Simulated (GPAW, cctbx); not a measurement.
## Bonding in Zn4Te3S as X-rays see it

Question: by how much does bonding change the structure factors of Zn4Te3S?

The cell is our own: ordered zincblende alloy in the eight-atom cube, 3 of 4 S sites given to Te. All numbers below are calculated.

## Step 1: Find the equilibrium geometry

The density hangs on the geometry, so cell and atoms are relaxed first, with the symmetry held. The cutoff is set higher than for the density because stress converges slowly with plane waves.

Settings: GPAW 26.7.0, PBE, 650 eV, 4×4×4 k-points, Fermi–Dirac width 0.02 eV, BFGS to 0.02 eV/Å.

```text
cell
1.0
     6.005000000    0.000000000    0.000000000
     0.000000000    6.005000000    0.000000000
     0.000000000    0.000000000    6.005000000
Te Zn S
3 4 1
Direct
0.000000000 0.000000000 0.500000000
0.000000000 0.500000000 0.000000000
0.500000000 0.000000000 0.000000000
0.250000000 0.250000000 0.750000000
0.250000000 0.750000000 0.250000000
0.750000000 0.250000000 0.250000000
0.750000000 0.750000000 0.750000000
0.500000000 0.500000000 0.500000000
```

```console
$ OMP_NUM_THREADS=1 mpirun -n 4 gpaw python run.py > gpaw.log
```

```text
BFGS:    0      -22.281612        0.982157
BFGS:    1      -22.334880        0.907515
BFGS:    2      -22.612996        0.092205
BFGS:    3      -22.613530        0.085977
BFGS:    4      -22.614079        0.077265
BFGS:    5      -22.616003        0.042826
BFGS:    6      -22.616852        0.030057
BFGS:    7      -22.617098        0.006909
cell  5.9898 5.9898 5.9898  90.00 90.00 90.00
volume 214.897 A^3, largest force 0.004 eV/A, largest stress 0.01 GPa
```

After 7 steps the volume has changed by -0.8 % and the energy by -0.335 eV; the largest stress left is 0.01 GPa. It took 5.5 min on 4 cores of Arm Neoverse N1 (shared host), peak memory 1.2 GiB.

Relaxed structure: P-43m (no. 215), a = 5.9898 Å, b = 5.9898 Å, c = 5.9898 Å, α = 90.00°, β = 90.00°, γ = 90.00°.

| atom | mult. | x | y | z |
| --- | --- | --- | --- | --- |
| Te1 | 3 | 0 | 0 | 1/2 |
| Zn1 | 4 | 0.2655 | 0.2655 | 0.7345 |
| S1 | 1 | 1/2 | 1/2 | 1/2 |

## Step 2: Density and charge transfer

X-rays see the whole electron density, so the PAW density is rebuilt with its core regions. Subtracting spherical free atoms from the same code cancels the cores and leaves the deformation density Δρ, the part due to bonding.

Settings: PBE, 600 eV, 4×4×4 k-points, Fermi–Dirac width 0.02 eV; primitive cell of 8 atoms.

```console
$ OMP_NUM_THREADS=1 mpirun -n 4 gpaw python run.py > gpaw.log
```

```text
|iter:   1|       0s |  -23.282732 | +0.85 |       |
|iter:   2|       8s |  -23.222017 | -0.28 | -1.26 |
|iter:   3|      14s |  -22.645047 | -0.92 | -1.31 |
...
|iter:  11|      46s |  -22.614506c| -6.21 | -5.22c|
|iter:  12|      49s |  -22.614506c| -6.97 | -5.70c|
|iter:  13|      52s |  -22.614506c| -7.79c| -6.29c|
```

```text
grid (70, 70, 70)  electrons 292.000  moved by bonding 1.586 e
deformation density beyond 0.5 A of the nuclei: max 0.119, min -0.081 e/A^3
atom        x       y       z   Voronoi charge  moment
Te1    0.0000  0.0000  0.5000     -0.150       0.00
Te2    0.0000  0.5000  0.0000     -0.150       0.00
Te3    0.5000  0.0000  0.0000     -0.150       0.00
Zn4    0.2655  0.2655  0.7345      0.182       0.00
Zn5    0.2655  0.7345  0.2655      0.182       0.00
Zn6    0.7345  0.2655  0.2655      0.182       0.00
Zn7    0.7345  0.7345  0.7345      0.182       0.00
S 8    0.5000  0.5000  0.5000     -0.278       0.00
mean inner potential of superposed free atoms 13.678 V
total magnetic moment 0.000 muB
```

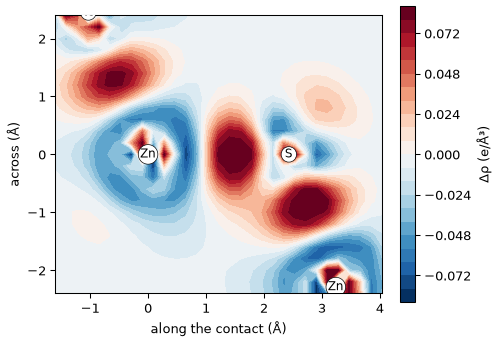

Deformation density in a plane through the shortest contact of the Zn atom at the origin; red gains electrons, blue loses them.

S gains most (-0.28 e) and Zn loses most (+0.18 e), as electronegativity suggests. Such charges fall far short of formal ones, since overlapping free atoms already put density on their neighbours. Along the shortest contact from the Zn atom at the map's origin, Zn–S at 2.43 Å, Δρ is +0.08 e/Å³ at the midpoint and highest, +0.12, 1.52 Å from Zn (points within 0.5 Å of a nucleus left out): a bond charge, the mark of covalency, pulled towards S. At the midpoints of other shortest contacts it is +0.09 (Te–Zn, 2.65 Å) e/Å³. Point values carry grid noise of about 0.01 e/Å³. The run needed 13 iterations, 71 s.

## Step 3: Structure factors

The Fourier components of Δρ, added to those of the free atoms, give the static X-ray structure factors; the Mott–Bethe relation turns them into the Fourier components V of the potential that fast electrons feel.

```text
static structure factors of the conventional cell: F in electrons, V (Mott-Bethe) in volts
   h  k  l      d  |F| table  |F| free   |F| DFT   change   |V| free  |V| DFT  change %
   0  1  0  5.9898    23.460    23.467    23.524    0.057     0.673    0.629     -6.5
   0  1  1  4.2354    32.355    32.375    32.312   -0.063     0.954    0.978      2.5
   1  1  1  3.4582   181.161   181.237   181.562    0.325     7.053    6.965     -1.2
   0  2  0  2.9949    43.206    43.420    43.964    0.543     2.074    1.970     -5.0
   0  2  1  2.6787    40.418    40.408    40.266   -0.141     1.075    1.097      2.0
   1  2  1  2.4453    36.302    36.274    36.113   -0.161     0.947    0.969      2.3
   0  2  2  2.1177   217.167   216.796   216.420   -0.376     6.765    6.801      0.5
   1  2  2  1.9966    20.632    20.677    20.675   -0.001     0.384    0.385      0.2
   0  3  0  1.9966    54.620    54.469    54.371   -0.099     1.365    1.373      0.6
   0  3  1  1.8941    30.750    30.731    30.711   -0.020     0.660    0.661      0.2
   1  3  1  1.8060   145.994   145.737   145.324   -0.412     4.192    4.221      0.7
   2  2  2  1.7291    39.355    39.918    39.826   -0.092     1.196    1.203      0.6
   0  3  2  1.6613     3.641     3.786     3.812    0.027     0.097    0.099      1.6
   1  3  2  1.6008    28.609    28.559    28.614    0.055     0.603    0.601     -0.5
```

The largest X-ray change is +0.54 e on 020, 1.3 % of |F|. For electrons V goes as (Z − F)/g², so a change of F counts against Z − F, which is small at low angle and wherever the atoms' terms cancel: |V| of 010 moves by -6.5 % (0.67 to 0.63 V) against +0.2 % in |F|. The tabulated Hartree–Fock atoms differ from the free DFT atoms by up to 0.56 e, so the choice of reference atom matters too.

## Step 4: Answer

Bonding moves 1.59 e in the primitive cell of Zn4Te3S and changes the structure factors of the conventional cell in the table above by at most 0.54 e (020, 1.3 %). The shortest bond, Zn–S, has Δρ = +0.08 e/Å³ at its midpoint, a covalent bond charge. Limits: static density, frozen cores, no spin–orbit coupling.

[Outputs are excerpts: Python notices, other lines and further rows are left out; steps that failed or that the build refused (PBEsol, TPSS) are not shown.]

[Logs are printed without paths, hosts, clocks, repeated set-up lines and the standing remarks that a program may print on its own settings, such as how far it seeks lower states.]
